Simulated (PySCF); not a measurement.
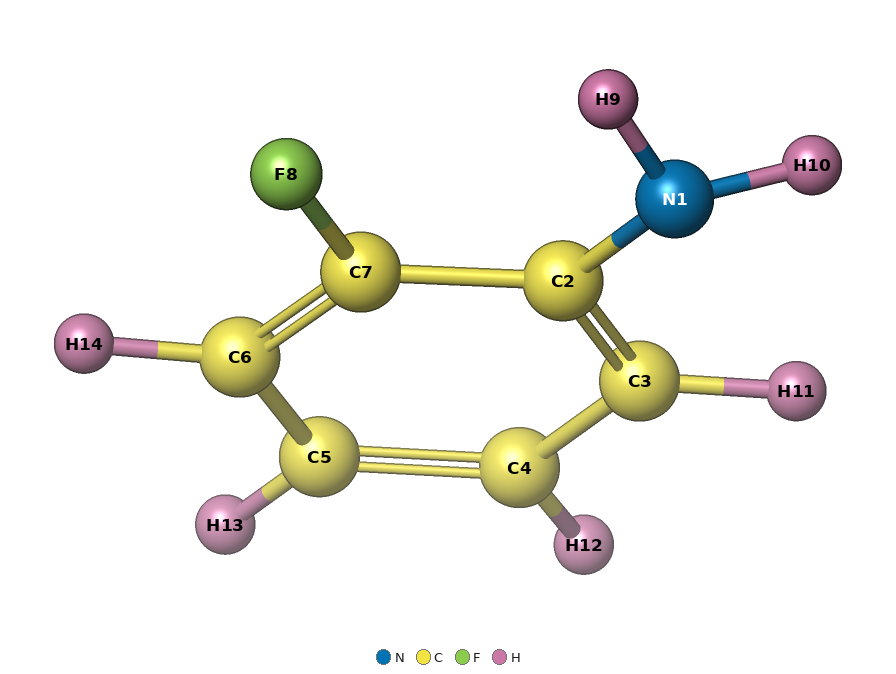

Depth is shown by fading: the farther an atom, the more it takes the colour of the background. The computed structure is the end point of a PBE0-D3(BJ)/def2-SVP optimisation. No frequency run is at hand to confirm it as a minimum.

Question: How is the 6-membered ring C2–C3–C4–C5–C6–C7 puckered?

Answer: It is planar. The Cremer–Pople amplitude Q is 0.00 Å.

Question: Give the torsion angles round the ring, beginning with the bond from its second to its third atom.

Answer: 0°, 0°, 0°, 0°, 0°, 0°.
